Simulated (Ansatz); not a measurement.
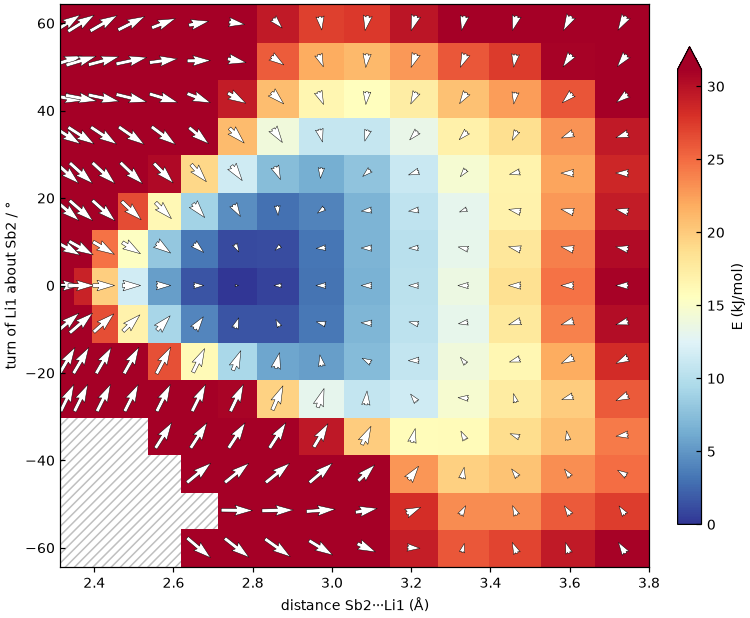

Energy landscape of the pair Li···H₃Sb, charge +1. The turn is about an axis along (−0.86, 0.33, 0.39) in the frame of the relaxed pair, normal to the line between the partners. First axis: distance Sb2···Li1. Second axis: turn of Li1 about Sb2. The scan uses a 15 × 15 grid. At 20 points there is no value (left out of the scan, as a rule where atoms come close). Points are written as (first, second). Energies: kJ/mol, counted from the lowest grid point. All numbers below come from Ansatz 0.2.0, RKS PBE0-D4/def2-TZVPD.

The picture shows one coloured cell a grid point, arrows along the force (downhill), their lengths compressed, one colour for all values above the top of the scale, hatched blanks where no value was computed. 

> Where are the wells?

The lowest grid point is at (2.760 Å, 0.0°). No other kind of well shows on this grid. The highest grid point, (2.332 Å, −25.7°), lies 177 kJ/mol above the lowest. Round the minimum the two coordinates are nearly uncoupled.

Time for the 205 points that were run: 8.2 min on 1 thread of Arm Neoverse V2 (shared host).
